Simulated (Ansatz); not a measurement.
# C2H4Cu (charge +1): what the fields show

Input

```
crystal:
  periodic: [false, false, false]
  atoms:
    - {symbol: Cu, position_ang: [1.241067, 0.356626, -1.187330]}
    - {symbol: C, position_ang: [-0.008086, 0.523957, 0.495492]}
    - {symbol: C, position_ang: [-0.323870, -0.619304, -0.177972]}
    - {symbol: H, position_ang: [0.679757, 0.508040, 1.337766]}
    - {symbol: H, position_ang: [-0.558440, 1.446436, 0.325344]}
    - {symbol: H, position_ang: [-1.134364, -0.638628, -0.902910]}
    - {symbol: H, position_ang: [0.103835, -1.577026, 0.109510]}
basis:
  gaussian: {orbitals: "def2-TZVPPD.json"}
total_charge: 1
hamiltonian: {xc: pbe0, dispersion: d4}
output: {orbitals: {seedname: orbitals}}
```

Launched as:

```sh
ansatz run in.yaml --threads 4 --pin off --events-out ev --progress --plain --max-ram 9574MiB
```

Geometry: PBE0-D4/def2-TZVP.

Level of theory: RKS PBE0-D4/def2-TZVPPD (Ansatz 0.2.0).

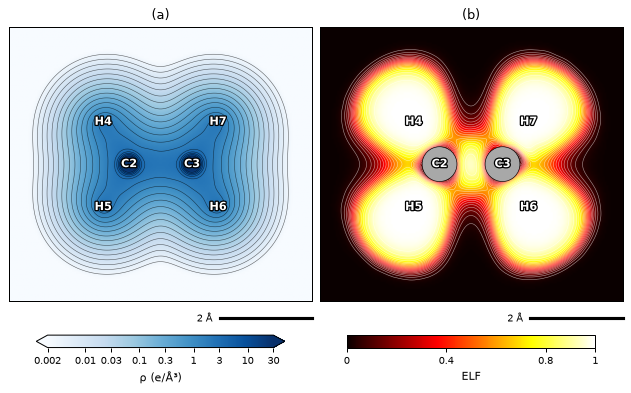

Figure 1. (a) electron density; (b) ELF on the plane of atoms C2, C3 and H6. Grey discs cover the atomic cores in the ELF map.

**Interpret the plot.**

Atoms in the plane: C and H. C–C (1.36 Å): ρ is about 2.2 e/Å³ halfway; the ELF peaks at about 0.95 between the atoms: a covalent bond. C–H (1.09 Å): the density is about 2.1 e/Å³ at the midpoint; the ELF climbs to about 1 towards the hydrogen, as it does in any bond to H; a covalent bond by its length.

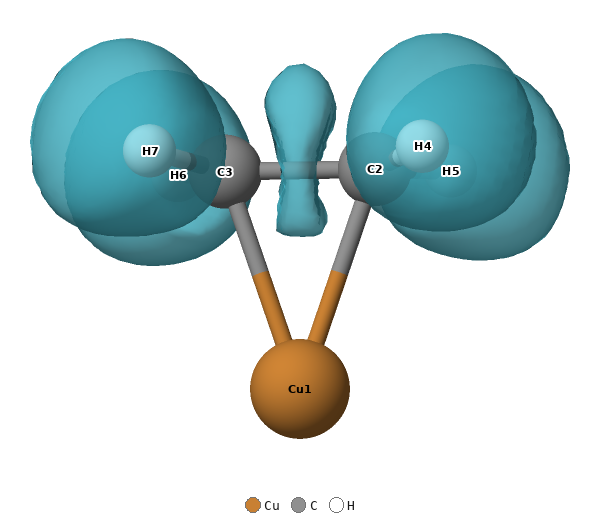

Figure 2. Isosurface of the ELF at 0.8 (cyan), seen across its widest extent. Only the valence region is drawn (cores and ρ < 0.01 e/Å³ removed).

**Describe the localisation domains.**

At this value the surface marks out one region between bonded C–C atoms (shared pairs) and four regions around hydrogen nuclei. Along the contacts the grid gives the following. C–Cu (2.10 Å): the ELF peaks at about 0.70 in the valence shell of C, 0.7 Å from its nucleus, and is about 0.30 at the midpoint.

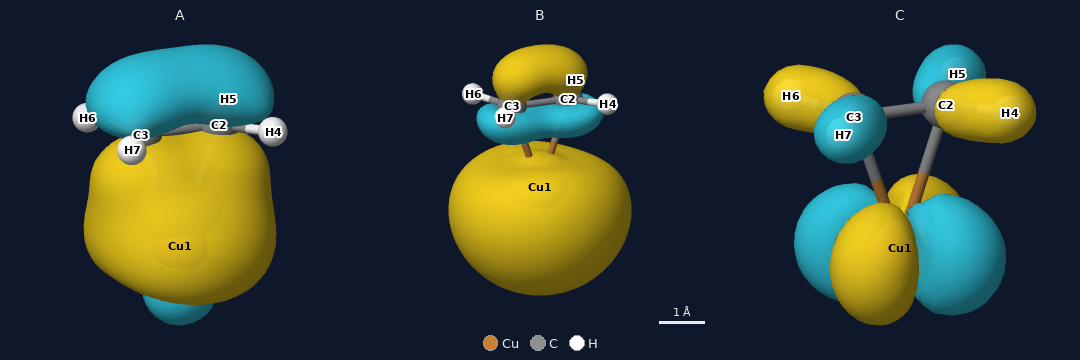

Figure 3. Three frontier orbitals at ±0.08 Å⁻³ᐟ² (yellow and cyan are the two phases), in no order.

**Which picture is the HOMO−1, the HOMO and the LUMO?**

C is the HOMO−1 (−14.70 eV). By Hirshfeld shares it lies mainly on Cu1 (about 95 %). A is the HOMO (−14.05 eV). It lies mainly on Cu1 (about 75 %), C2 (about 10 %) and C3 (about 10 %). B is the LUMO (−7.72 eV). Its weight (Hirshfeld) is mainly on Cu1 (about 85 %).

**What is the HOMO–LUMO gap?**

6.33 eV between the orbital energies.

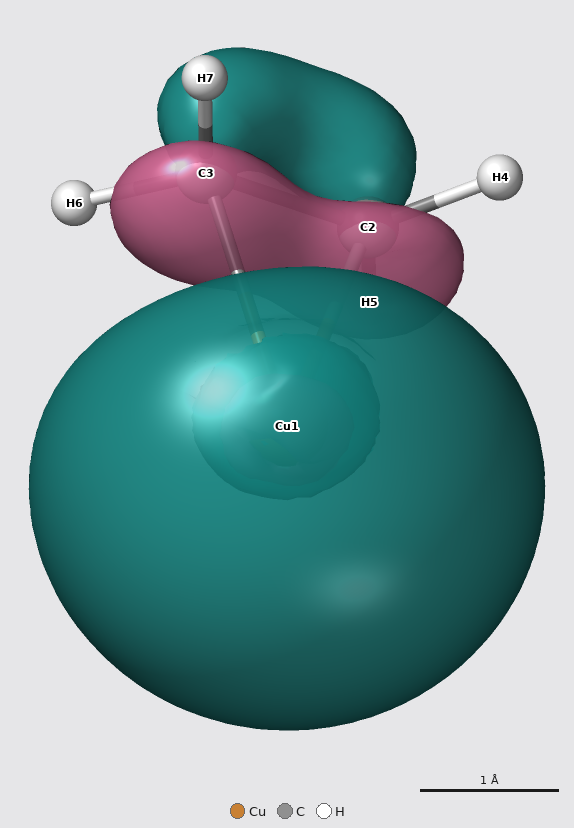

Figure 4. The LUMO at ±0.1 Å⁻³ᐟ² (teal and pink are the two phases), seen at an oblique angle.

**Where does this orbital lie, and at what energy?**

It lies mainly on Cu1 (about 85 %). Its energy is −7.72 eV.
